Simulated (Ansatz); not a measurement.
# BF₂HS (SMILES FB(F)S): single points off equilibrium

A test off equilibrium: a structure displaced at random from a GFN2-xTB minimum is computed at several levels, and each is set against CCSD(T).

Method: single points in def2-TZVPP; program: Ansatz 0.2.0, Gaussian basis.

Cores are frozen in the correlated methods.

## Step 1: Starting geometry

SMILES `FB(F)S`, 5 atoms, charge 0, spin multiplicity 1.

Atoms are counted from 1 here; the program's logs count them from 0.

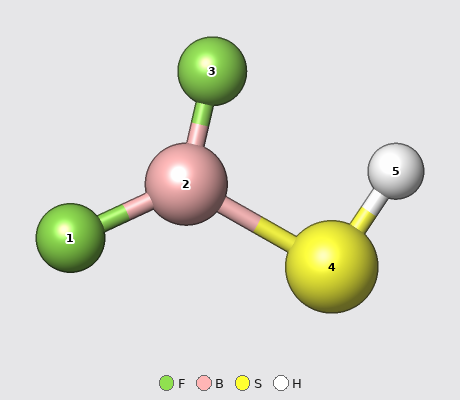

Start geometry, drawn with fluorine green, boron pink, sulfur yellow, hydrogen white; atoms are numbered from 1 in the order of the file.

As a file:

```xyz
5

F     0.60860   -1.83170    0.12680
B     0.09790   -0.56950    0.17120
F    -0.43050   -0.02030    1.12260
S     0.24330    0.65310   -1.10110
H    -0.22370    1.54250   -0.42300
```

## Step 2: CCSD(T)/def2-TZVPP

Input file run/in.yaml:

```yaml
crystal:
  periodic: [false, false, false]
  atoms:
    - {symbol: F, position_ang: [0.608600, -1.831700, 0.126800]}
    - {symbol: B, position_ang: [0.097900, -0.569500, 0.171200]}
    - {symbol: F, position_ang: [-0.430500, -0.020300, 1.122600]}
    - {symbol: S, position_ang: [0.243300, 0.653100, -1.101100]}
    - {symbol: H, position_ang: [-0.223700, 1.542500, -0.423000]}
basis:
  gaussian: {orbitals: def2-TZVPP}
correlation: {method: ccsd_t}
output: {forces: true}
```

No record of the launch command was kept for these runs.

## Step 3: PBE0-D4/def2-TZVPP

run/in.yaml: that of step 2 with these lines changed.

```diff
@@ -10,3 +10,3 @@
   gaussian: {orbitals: def2-TZVPP}
-correlation: {method: ccsd_t}
-output: {forces: true}
+hamiltonian: {xc: pbe0, dispersion: d4}
+output: {forces: true, orbitals: {seedname: orbitals}}
```

## Step 4: wB97M-V/def2-TZVPP

run/in.yaml: that of step 3 with these lines changed.

```diff
@@ -10,3 +10,3 @@
   gaussian: {orbitals: def2-TZVPP}
-hamiltonian: {xc: pbe0, dispersion: d4}
-output: {forces: true, orbitals: {seedname: orbitals}}
+hamiltonian: {xc: {name: wB97M-V}}
+output: {forces: true}
```

## Step 5: r2SCAN-D4/def2-TZVPP

run/in.yaml: that of step 4 with these lines changed.

```diff
@@ -10,3 +10,3 @@
   gaussian: {orbitals: def2-TZVPP}
-hamiltonian: {xc: {name: wB97M-V}}
+hamiltonian: {xc: r2scan, dispersion: d4}
 output: {forces: true}
```

## Step 6: PBE-D4/def2-TZVPP

run/in.yaml: that of step 5 with these lines changed.

```diff
@@ -10,3 +10,3 @@
   gaussian: {orbitals: def2-TZVPP}
-hamiltonian: {xc: r2scan, dispersion: d4}
+hamiltonian: {xc: pbe, dispersion: d4}
 output: {forces: true}
```

## Step 7: B97M-V/def2-TZVPP

run/in.yaml: that of step 6 with these lines changed.

```diff
@@ -10,3 +10,3 @@
   gaussian: {orbitals: def2-TZVPP}
-hamiltonian: {xc: pbe, dispersion: d4}
+hamiltonian: {xc: {name: B97M-V}}
 output: {forces: true}
```

## Step 8: r2SCANh-D4/def2-TZVPP

run/in.yaml: that of step 7 with these lines changed.

```diff
@@ -10,3 +10,3 @@
   gaussian: {orbitals: def2-TZVPP}
-hamiltonian: {xc: {name: B97M-V}}
+hamiltonian: {xc: {name: r2SCANh}, dispersion: d4}
 output: {forces: true}
```

(Steps that only read results are left out.)

Before running it: what results should come out? Wanted: energy less free atoms, CCSD(T)/def2-TZVPP; RMS force component; RMS force error; HOMO and LUMO, PBE0-D4; T1 diagnostic.

As calculated:

```
                                  quantity                                                                                             value
energy less free atoms, CCSD(T)/def2-TZVPP                                                                                    -1907.7 kJ/mol
                       RMS force component                                                              3.138 to 3.356 eV/Å over the methods
                           RMS force error  PBE0-D4 0.129, wB97M-V 0.064, r2SCAN-D4 0.074, PBE-D4 0.224, B97M-V 0.175, r2SCANh-D4 0.121 eV/Å
                    HOMO and LUMO, PBE0-D4                                                                                 -8.25 and 0.21 eV
                             T1 diagnostic                                                                                             0.012
```

In words: Against CCSD(T) the functionals' energies less atoms differ by -113.9 to -61.8 kJ/mol, PBE-D4 by -113.9 kJ/mol. The reference is not at the basis limit: in triple zeta CCSD(T) underbinds, which counts against methods that bind more; the gaps are no ranking. For forces wB97M-V does best and PBE-D4 worst. Frozen-core CCSD(T) forces in triple zeta carry basis errors of their own, and this is one geometry, so small gaps rank nothing.
